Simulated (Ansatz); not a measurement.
Geometry relaxation, with input and output: CH$_{5}$GaO (part 1 of 2)

The run: geometry relaxation of CH$_{5}$GaO. Method and program: RHF/def2-SVP (Ansatz 0.2.0).

The input holds or restrains some coordinates. Forces given for the steps count only the free coordinates. It belongs to a series of runs on one base structure; here: pulled along the bonds that form and break, towards end B. Figures and captions count atoms from 1; the log counts them from 0 in places.

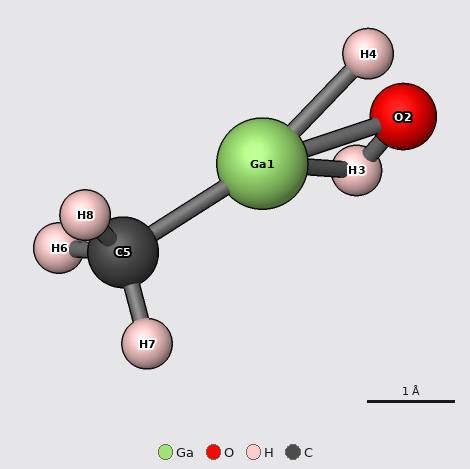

Fig. 1: The starting structure (ball-and-stick view, seen at a tilt; atoms are numbered from 1 in the order of the input). Sticks mark near contacts. Bond lengths as drawn: C–Ga 1.98 Å, C–H 1.11 Å, Ga–H 1.77 to 1.92 Å, Ga–O 1.99 Å and H–O 1.01 Å.

**Input**
```yaml
crystal:
  periodic: [false, false, false]
  atoms:
    - { symbol: Ga, position_ang: [0.0, 0.0, 0.0] }
    - { symbol: O, position_ang: [1.2796, 0.0, 1.524] }
    - { symbol: H, position_ang: [0.3701, -0.2814, 1.8612] }
    - { symbol: H, position_ang: [1.7552, 0.0, 0.2282] }
    - { symbol: C, position_ang: [-1.7147, 0.0, -0.99] }
    - { symbol: H, position_ang: [-2.2748, -0.9305, -0.7608] }
    - { symbol: H, position_ang: [-2.3188, 0.8797, -0.6846] }
    - { symbol: H, position_ang: [-1.513, 0.0508, -2.0803] }
basis:
  gaussian: { orbitals: def2-SVP }
hamiltonian:
  xc: hf
relax:
  f_tol: 0.15
  max_steps: 25
  restrain:
    - { distance: [1, 3], at: 1.01, k: 30.0 }
    - { distance: [0, 1], at: 2.99, k: 30.0 }
    - { distance: [0, 3], at: 2.77, k: 30.0 }
output:
  orbitals: {}
```

Machine: 1 thread of Arm Neoverse V1, 24 GiB of memory available, shared host.

Command:
```bash
ansatz run input.yaml --threads 1 --pin off --max-ram 2048MiB --backend cpu --events-out ev --progress --plain --runs-dir out
```

**What the program printed**
```
The last accepted step is kept in [file] (removed where the run ends without a failure and the disk answers)
Engine: ansatz 0.2.0, aarch64-unknown-linux-gnu
Functional definition: HF
  exchange = exact_x
  correlation = 0
917 factors; integrals over basis functions are off by at most 4.0e-4 eV
mean field evaluation 1: about -55462.4558 eV, gradient 4.3e1 eV
mean field evaluation 2: about -55462.4899 eV, gradient 4.2e1 eV
mean field evaluation 4: about -55466.5494 eV, gradient 4.3e0 eV
mean field evaluation 8: about -55466.6773 eV, gradient 4.3e-1 eV
mean field -55466.68385113 eV, -2038.3630348605 hartree, gradient 1.5e-5 eV, S^2 0.000000; 0 other end points of the search recorded, 0 dependent functions left out
the calculation of the forces begins
reference -55466.68385113 eV, -2038.3630348605 hartree; 25, 25 occupied and 60, 60 virtual orbitals, 917 factors
relax step   1: F+E_penalty+E_count = -55466.68385113 eV  Δ(F+E_penalty+E_count) = +0.000e0 eV  max|allowed force component| = 3.580e0 eV/Å  E_restraint = 32.05903512 eV  max|allowed force component, restraints' pulls added| = 4.549e1 eV/Å  Δτ_max = 0.0000 Å  (42 SCF iters, accepted)
  distance O 1 - H 3 = 1.3803 Å
  distance Ga 0 - O 1 = 1.9900 Å
  distance Ga 0 - H 3 = 1.7700 Å
these checks for a lower state are left out or cut short: starts, cluster_reference, orbital_swaps, neighbouring_geometries, increment
917 factors; integrals over basis functions are off by at most 3.8e-4 eV
mean field evaluation 16: about -55465.2559 eV, gradient 2.0e1 eV
mean field -55465.98450591 eV, -2038.3373343976 hartree, gradient 1.9e-5 eV, S^2 0.000000; 0 other end points of the search recorded, 0 dependent functions left out
[... from here on the field's lines of each further geometry are left out, up to the last ...]
relax step   2: F+E_penalty+E_count = -55465.98450591 eV  Δ(F+E_penalty+E_count) = +6.993e-1 eV  max|allowed force component| = 5.662e0 eV/Å  E_restraint = 17.73271517 eV  max|allowed force component, restraints' pulls added| = 3.007e1 eV/Å  Δτ_max = 0.1941 Å  (47 SCF iters, accepted)
relax step   3: F+E_penalty+E_count = -55465.93553219 eV  Δ(F+E_penalty+E_count) = +4.897e-2 eV  max|allowed force component| = 8.475e0 eV/Å  E_restraint = 6.68525064 eV  max|allowed force component, restraints' pulls added| = 1.636e1 eV/Å  Δτ_max = 0.1949 Å  (45 SCF iters, accepted)
relax step   4: F+E_penalty+E_count = -55467.18399003 eV  Δ(F+E_penalty+E_count) = -1.248e0 eV  max|allowed force component| = 9.620e0 eV/Å  E_restraint = 1.40588494 eV  max|allowed force component, restraints' pulls added| = 8.457e0 eV/Å  Δτ_max = 0.1950 Å  (36 SCF iters, accepted)
relax step   5: F+E_penalty+E_count = -55469.31000729 eV  Δ(F+E_penalty+E_count) = -2.126e0 eV  max|allowed force component| = 5.089e0 eV/Å  E_restraint = 0.09591232 eV  max|allowed force component, restraints' pulls added| = 2.852e0 eV/Å  Δτ_max = 0.1948 Å  (35 SCF iters, accepted)
relax step   6: F+E_penalty+E_count = -55470.49041056 eV  Δ(F+E_penalty+E_count) = -1.180e0 eV  max|allowed force component| = 2.258e0 eV/Å  E_restraint = 0.04823058 eV  max|allowed force component, restraints' pulls added| = 2.544e0 eV/Å  Δτ_max = 0.1939 Å  (33 SCF iters, accepted)
relax step   7: F+E_penalty+E_count = -55470.78703252 eV  Δ(F+E_penalty+E_count) = -2.966e-1 eV  max|allowed force component| = 2.266e0 eV/Å  E_restraint = 0.04034340 eV  max|allowed force component, restraints' pulls added| = 2.461e0 eV/Å  Δτ_max = 0.1997 Å  (34 SCF iters, accepted)
relax step   8: F+E_penalty+E_count = -55470.97200489 eV  Δ(F+E_penalty+E_count) = -1.850e-1 eV  max|allowed force component| = 1.443e0 eV/Å  E_restraint = 0.03164338 eV  max|allowed force component, restraints' pulls added| = 7.688e-1 eV/Å  Δτ_max = 0.1998 Å  (32 SCF iters, accepted)
relax step   9: F+E_penalty+E_count = -55471.07177716 eV  Δ(F+E_penalty+E_count) = -9.977e-2 eV  max|allowed force component| = 1.147e0 eV/Å  E_restraint = 0.03116219 eV  max|allowed force component, restraints' pulls added| = 4.924e-1 eV/Å  Δτ_max = 0.2000 Å  (32 SCF iters, accepted)
relax step  10: F+E_penalty+E_count = -55471.09716833 eV  Δ(F+E_penalty+E_count) = -2.539e-2 eV  max|allowed force component| = 2.780e0 eV/Å  E_restraint = 0.06382581 eV  max|allowed force component, restraints' pulls added| = 2.448e0 eV/Å  Δτ_max = 0.1950 Å  (34 SCF iters, rejected (line search))
relax step  11: F+E_penalty+E_count = -55471.11505550 eV  Δ(F+E_penalty+E_count) = -4.328e-2 eV  max|allowed force component| = 1.142e0 eV/Å  E_restraint = 0.02589674 eV  max|allowed force component, restraints' pulls added| = 7.574e-1 eV/Å  Δτ_max = 0.0946 Å  (32 SCF iters, accepted)
relax step  12: F+E_penalty+E_count = -55471.16406622 eV  Δ(F+E_penalty+E_count) = -4.901e-2 eV  max|allowed force component| = 9.571e-1 eV/Å  E_restraint = 0.02548271 eV  max|allowed force component, restraints' pulls added| = 6.094e-1 eV/Å  Δτ_max = 0.0974 Å  (32 SCF iters, accepted)
relax step  13: F+E_penalty+E_count = -55471.22772301 eV  Δ(F+E_penalty+E_count) = -6.366e-2 eV  max|allowed force component| = 8.902e-1 eV/Å  E_restraint = 0.02628049 eV  max|allowed force component, restraints' pulls added| = 2.804e-1 eV/Å  Δτ_max = 0.1500 Å  (33 SCF iters, accepted)
relax step  14: F+E_penalty+E_count = -55471.24952546 eV  Δ(F+E_penalty+E_count) = -2.180e-2 eV  max|allowed force component| = 8.635e-1 eV/Å  E_restraint = 0.02687409 eV  max|allowed force component, restraints' pulls added| = 1.887e-1 eV/Å  Δτ_max = 0.0603 Å  (34 SCF iters, accepted)
relax step  15: F+E_penalty+E_count = -55471.26309424 eV  Δ(F+E_penalty+E_count) = -1.357e-2 eV  max|allowed force component| = 1.216e0 eV/Å  E_restraint = 0.02779207 eV  max|allowed force component, restraints' pulls added| = 6.005e-1 eV/Å  Δτ_max = 0.0624 Å  (35 SCF iters, accepted)
relax step  16: F+E_penalty+E_count = -55471.28987945 eV  Δ(F+E_penalty+E_count) = -2.679e-2 eV  max|allowed force component| = 8.501e-1 eV/Å  E_restraint = 0.02625612 eV  max|allowed force component, restraints' pulls added| = 1.665e-1 eV/Å  Δτ_max = 0.1251 Å  (34 SCF iters, accepted)
relax step  17: F+E_penalty+E_count = -55471.28974037 eV  Δ(F+E_penalty+E_count) = +1.391e-4 eV  max|allowed force component| = 9.412e-1 eV/Å  E_restraint = 0.02555295 eV  max|allowed force component, restraints' pulls added| = 2.327e-1 eV/Å  Δτ_max = 0.0226 Å  (35 SCF iters, accepted)
relax step  18: F+E_penalty+E_count = -55471.30061013 eV  Δ(F+E_penalty+E_count) = -1.087e-2 eV  max|allowed force component| = 8.780e-1 eV/Å  E_restraint = 0.02556496 eV  max|allowed force component, restraints' pulls added| = 5.731e-2 eV/Å  Δτ_max = 0.0894 Å  (32 SCF iters, accepted)
relax step  19: F+E_penalty+E_count = -55471.30755123 eV  Δ(F+E_penalty+E_count) = -6.941e-3 eV  max|allowed force component| = 1.038e0 eV/Å  E_restraint = 0.02496059 eV  max|allowed force component, restraints' pulls added| = 3.187e-1 eV/Å  Δτ_max = 0.1955 Å  (32 SCF iters, accepted)
relax step  20: F+E_penalty+E_count = -55471.31138265 eV  Δ(F+E_penalty+E_count) = -3.831e-3 eV  max|allowed force component| = 9.740e-1 eV/Å  E_restraint = 0.02645567 eV  max|allowed force component, restraints' pulls added| = 2.862e-1 eV/Å  Δτ_max = 0.0824 Å  (32 SCF iters, accepted)
the calculation of the forces begins
reference -55471.31337978 eV, -2038.5331669002 hartree; 25, 25 occupied and 60, 60 virtual orbitals, 916 factors
relax step  21: F+E_penalty+E_count = -55471.31337978 eV  Δ(F+E_penalty+E_count) = -1.997e-3 eV  max|allowed force component| = 9.673e-1 eV/Å  E_restraint = 0.02641268 eV  max|allowed force component, restraints' pulls added| = 3.689e-2 eV/Å  Δτ_max = 0.0424 Å  (32 SCF iters, accepted)
  distance O 1 - H 3 = 0.9692 Å
  distance Ga 0 - O 1 = 2.9838 Å
  distance Ga 0 - H 3 = 2.7775 Å
916 factors; integrals over basis functions are off by at most 9.5e-4 eV
mean field evaluation 160: about -55467.5898 eV, gradient 3.9e1 eV
```

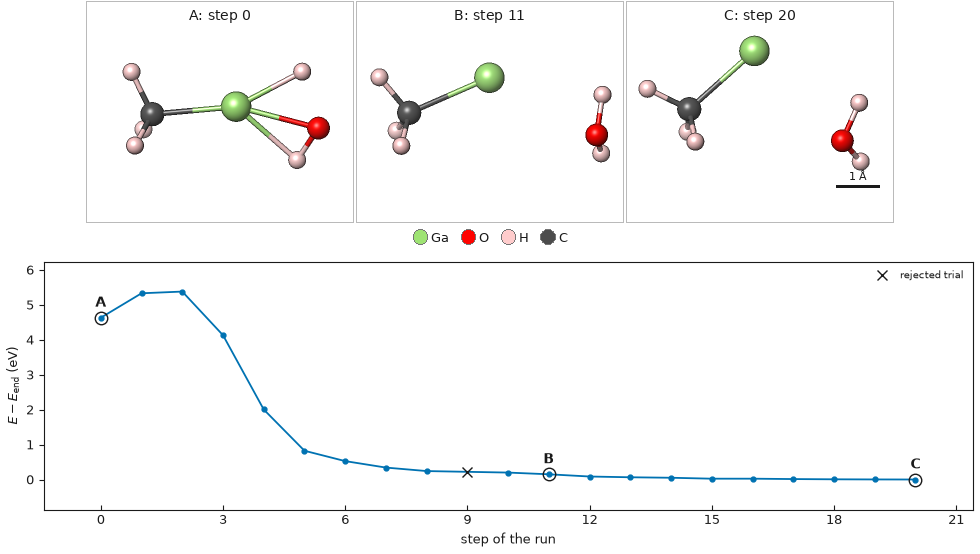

Fig. 2: Frames of the restrained relaxation (ball-and-stick view, seen at a tilt) above the curves, on which the letters mark them (the first geometry is step 0 here and step 1 in the log).

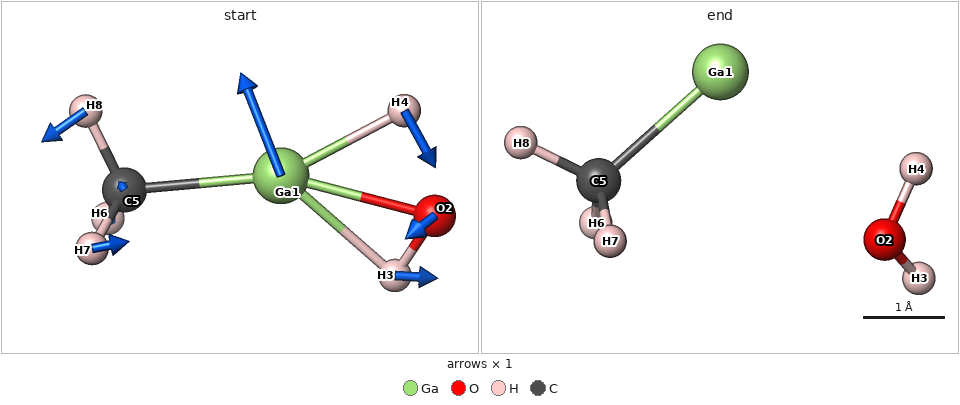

Fig. 3: Before (left) and after (right) the restrained relaxation, at one scale (ball-and-stick view, seen at a tilt). The blue arrows give the displacements, at true length. The atom that moves furthest after the best rigid fit is Ga1 (1.41 Å). By element the largest moves are Ga 1.41 Å, H 0.83 Å, O 0.51 Å, C 0.14 Å. Distances before and after: Ga1–H3 1.918 → 3.580 Å, Ga1–H4 1.770 → 2.778 Å, Ga1–O2 1.990 → 2.984 Å, O2–H4 1.380 → 0.969 Å. New bonds form: O2–H4 (1.38 → 0.97 Å). Bonds break: Ga1–H4 (1.77 → 2.78 Å), Ga1–O2 (1.99 → 2.98 Å). Among the angles that change: Ga1–C5–H8 109.5° → 111.8°, H6–C5–H7 109.4° → 107.4°. Over 20 geometry steps the energy falls by 4.630 eV. The largest force component goes from 3.6 to 0.97 eV/Å. The line search rejected the trial step at point 9 (counted from 0) and went back. (Atoms are counted from 1 in the order of the input.)

```
mean field -55471.31337978 eV, -2038.5331669002 hartree, gradient 1.4e-5 eV, S^2 0.000000; 1 other end points of the search recorded, 0 dependent functions left out
the calculation of the forces begins
reference -55471.31337978 eV, -2038.5331669002 hartree; 25, 25 occupied and 60, 60 virtual orbitals, 916 factors
Total energy: -55471.31337978 eV, -2038.5331669002 hartree
Atom 0 at     0.228006    -0.444319    -1.349946 Å, force    -0.064617    -0.002032    -0.023825 eV/Å
Atom 1 at     0.917986     0.259565     1.466326 Å, force     0.967279    -0.380922    -0.797980 eV/Å
Atom 2 at     0.855141    -0.366089     2.173811 Å, force    -0.004453     0.003861    -0.005159 eV/Å
Atom 3 at     1.703051    -0.001473     0.961491 Å, force    -0.882578     0.370503     0.824214 eV/Å
Atom 4 at    -1.744058     0.003058    -1.082441 Å, force     0.013410     0.010543     0.036891 eV/Å
Atom 5 at    -2.269990    -0.814999    -0.575753 Å, force    -0.004051    -0.012013    -0.008228 eV/Å
Atom 6 at    -1.854336     0.897819    -0.459865 Å, force    -0.012294     0.005788    -0.018514 eV/Å
Atom 7 at    -2.252201     0.185039    -2.035922 Å, force    -0.012696     0.004272    -0.007399 eV/Å
Dipole moment:     0.097410    -0.231102     0.272251 e Å
```

**Trajectory as extended XYZ (Å, eV, eV/Å), 21 frames, from step=1 to step=21**
```
8
Properties=species:S:1:pos:R:3:forces:R:3 step=1 energy=-55466.68385
Ga    0.0000    0.0000    0.0000    3.5501   0.4587  -3.1840
O     1.2796    0.0000    1.5240   -3.5800  -0.0038   3.2461
H     0.3701   -0.2814    1.8612    2.2358  -0.1291   1.1418
H     1.7552    0.0000    0.2282   -1.2433  -0.3278  -2.3091
C    -1.7147    0.0000   -0.9900   -1.2771   0.0228   0.9078
H    -2.2748   -0.9305   -0.7608    0.0423   0.5800  -0.2698
H    -2.3188    0.8797   -0.6846    0.0390  -0.5647  -0.3332
H    -1.5130    0.0508   -2.0803    0.2332  -0.0363   0.8005
8
Properties=species:S:1:pos:R:3:forces:R:3 step=2 energy=-55465.98451
Ga   -0.1592    0.0029   -0.1110    5.6623   0.1997  -0.9428
O     1.3436   -0.0027    1.5676   -0.6997   0.1813   0.2877
H     0.3933   -0.2795    1.8651    2.9030   0.0688  -0.7328
H     1.8560   -0.0022    0.2972   -3.2842  -0.5131   2.4516
C    -1.7399    0.0001   -0.9963   -3.7930   0.0752  -0.9141
H    -2.2769   -0.9292   -0.7622   -0.3417   0.2493  -0.2912
H    -2.3212    0.8784   -0.6862   -0.4047  -0.2352  -0.3450
H    -1.5120    0.0506   -2.0765   -0.0420  -0.0259   0.4866
8
Properties=species:S:1:pos:R:3:forces:R:3 step=3 energy=-55465.93553
Ga   -0.3107    0.0047   -0.2336    8.4749   0.0120   2.3203
O     1.4578   -0.0039    1.5959    0.1589  -0.4233  -1.6627
H     0.4348   -0.2743    1.8429    5.0667   0.8184  -2.1512
H     1.9215   -0.0087    0.4405   -3.9081  -0.4970   6.0219
C    -1.7895    0.0009   -1.0166   -7.7268   0.0618  -3.8476
H    -2.2846   -0.9304   -0.7651   -0.7382  -0.1414  -0.2958
H    -2.3299    0.8799   -0.6894   -0.8485   0.1761  -0.3119
H    -1.5158    0.0505   -2.0769   -0.4790  -0.0066  -0.0730
```
